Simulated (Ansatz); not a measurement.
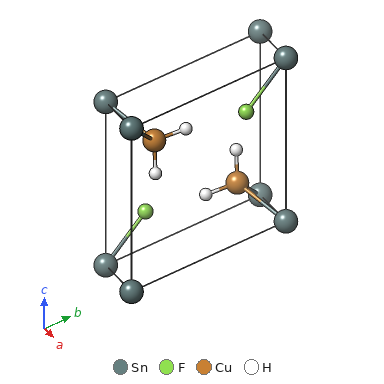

We look at a ball-and-stick model of the crystal slightly off an axis. One simulation cell is framed, with atoms on its boundary repeated.

```
CELL_PARAMETERS angstrom
0.00000 3.38171 0.00000
5.56540 -1.69086 0.00000
1.42104 0.00000 -5.05114
ATOMIC_POSITIONS crystal
Sn 0.00000 0.00000 0.00000
F 0.88120 0.76240 0.75370
F 0.11880 0.23760 0.24630
Cu 0.60670 0.21340 0.77060
Cu 0.39330 0.78660 0.22940
H 0.61000 0.22000 0.56600
H 0.39000 0.78000 0.43400
H 0.70100 0.40200 0.77620
H 0.29900 0.59800 0.22380
```

All computed values are from Ansatz 0.2.0, DFT, PAW plane waves, PBE. Settings: E_cut = 420 eV, k-point mesh 6×6×4, Gaussian smearing of 0.072 eV, no spin polarisation. The pressure of the cell is 67 GPa.

> What charge does Bader's analysis assign to each element?

Cu -0.11 e; Sn +1.00 e; H +0.13 to +0.19 e; F -0.70 e.

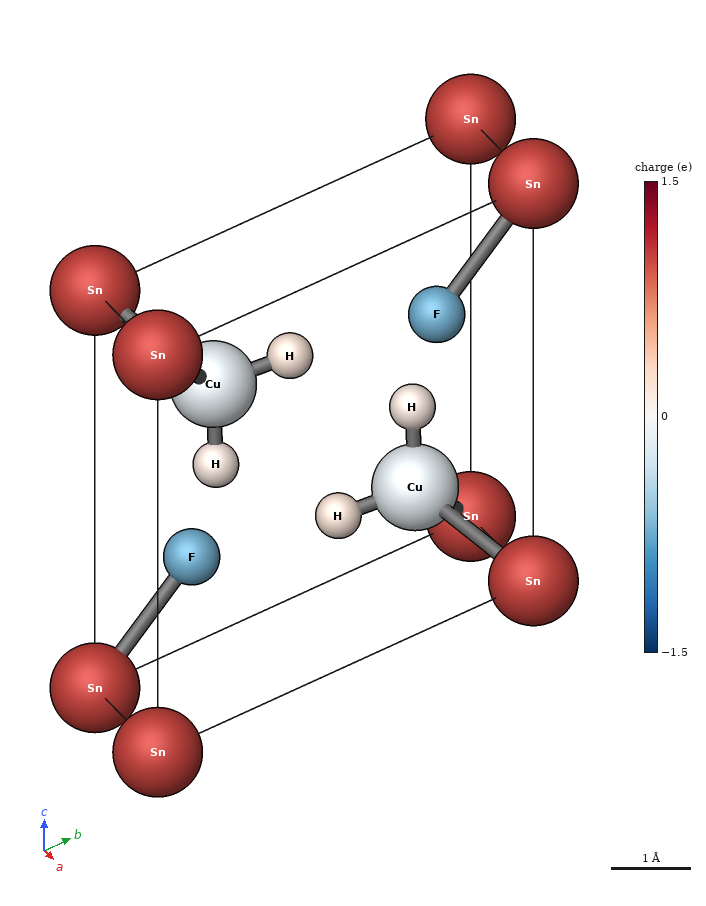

The atoms coloured by those charges.

The model is a generated cell, made by putting these elements into a known structure type (the compound may or may not exist in this form); its atoms and cell weren't optimised. A calculation with Ansatz used it as input.

At this level of theory the cell isn't at rest (compressed, at 67 GPa and forces up to 17.8 eV/Å), so its distances can differ from those at equilibrium, the more so the softer the solid.
